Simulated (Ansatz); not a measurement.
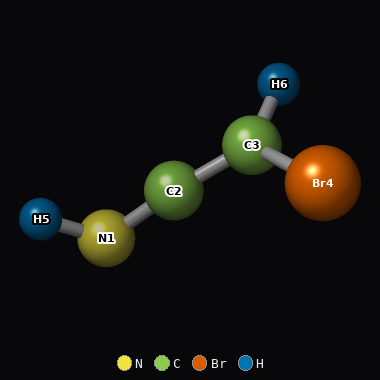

The system is C2H2BrN, SMILES N=C=CBr; the picture shows the reference structure. First axis: bond length N1–C2. Second axis: bond length C2–C3. Nothing is relaxed (all other coordinates rigid). Grid: 15 × 15 points. Energies: kJ/mol, counted from the lowest grid point. Method: RKS PBE0-D4/def2-TZVP in Ansatz.

Its coordinates:

```yaml
atoms:
  - { symbol: N, position_ang: [1.1515, 0.2266, -1.1661] }
  - { symbol: C, position_ang: [0.3498, 0.1215, -0.2570] }
  - { symbol: C, position_ang: [-0.4050, -0.0294, 0.7962] }
  - { symbol: Br, position_ang: [-1.2319, -1.6802, 1.1546] }
  - { symbol: H, position_ang: [0.7783, 0.5258, -2.0658] }
  - { symbol: H, position_ang: [-0.6008, 0.7716, 1.4919] }
```

Range: bond length N1–C2 from 1.046 to 1.703 Å; bond length C2–C3 from 1.122 to 1.826 Å.

### What landscape does the calculation give?

The lowest grid point is at bond length N1–C2 = 1.234 Å, bond length C2–C3 = 1.323 Å. It is the only kind of minimum in the scanned range. The highest grid point, bond length N1–C2 = 1.703 Å, bond length C2–C3 = 1.826 Å, lies 763 kJ/mol above the lowest. Round the minimum the two coordinates are weakly coupled (coupling 0.05 in units of the two stiffnesses).

| bond length C2–C3 ↓, bond length N1–C2 → | 1.046 | 1.093 | 1.140 | 1.187 | 1.234 | 1.281 | 1.328 | 1.375 | 1.422 | 1.469 | 1.516 | 1.562 | 1.609 | 1.656 | 1.703 |
| --- | --- | --- | --- | --- | --- | --- | --- | --- | --- | --- | --- | --- | --- | --- | --- |
| 1.826 | 490 | 406 | 360 | 343 | 346 | 366 | 397 | 436 | 479 | 526 | 575 | 622 | 671 | 717 | 763 |
| 1.776 | 453 | 368 | 321 | 303 | 306 | 325 | 356 | 394 | 438 | 485 | 533 | 581 | 629 | 676 | 721 |
| 1.726 | 414 | 328 | 281 | 262 | 265 | 284 | 314 | 352 | 395 | 442 | 490 | 538 | 586 | 634 | 679 |
| 1.675 | 374 | 287 | 239 | 220 | 222 | 241 | 270 | 308 | 351 | 398 | 446 | 494 | 542 | 590 | 635 |
| 1.625 | 335 | 247 | 198 | 179 | 180 | 198 | 228 | 265 | 308 | 355 | 403 | 451 | 499 | 546 | 592 |
| 1.575 | 297 | 209 | 159 | 138 | 140 | 157 | 186 | 223 | 266 | 313 | 361 | 408 | 457 | 504 | 550 |
| 1.524 | 260 | 171 | 121 | 100 | 100 | 117 | 146 | 183 | 225 | 271 | 319 | 367 | 415 | 463 | 509 |
| 1.474 | 228 | 138 | 87 | 65 | 65 | 81 | 109 | 146 | 188 | 234 | 282 | 330 | 378 | 425 | 471 |
| 1.424 | 202 | 111 | 58 | 36 | 35 | 51 | 78 | 114 | 156 | 202 | 250 | 297 | 345 | 393 | 439 |
| 1.373 | 183 | 90 | 37 | 14 | 12 | 27 | 54 | 90 | 131 | 176 | 224 | 271 | 319 | 367 | 413 |
| 1.323 | 175 | 81 | 27 | 2 | 0 | 14 | 41 | 76 | 117 | 162 | 209 | 256 | 304 | 351 | 397 |
| 1.273 | 181 | 86 | 31 | 5 | 2 | 15 | 41 | 75 | 116 | 160 | 207 | 254 | 301 | 348 | 394 |
| 1.223 | 207 | 110 | 54 | 27 | 22 | 35 | 60 | 93 | 133 | 177 | 223 | 270 | 317 | 364 | 409 |
| 1.172 | 258 | 160 | 102 | 74 | 68 | 80 | 104 | 137 | 176 | 219 | 265 | 310 | 357 | 404 | 449 |
| 1.122 | 342 | 242 | 182 | 153 | 146 | 156 | 179 | 211 | 249 | 292 | 337 | 382 | 429 | 475 | 520 |

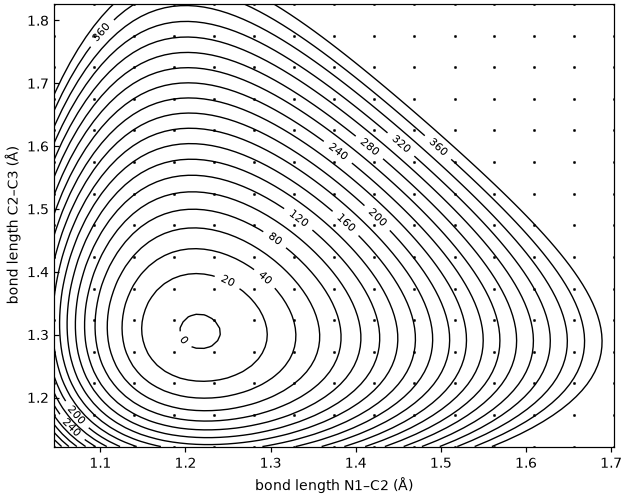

In the figure: contour lines labelled in kJ/mol (none above 380), dots at the grid points. Between grid points the surface is interpolated.

The whole map (225 points run) took 40 min on 1 thread of Arm Neoverse N1, with other jobs on the host.
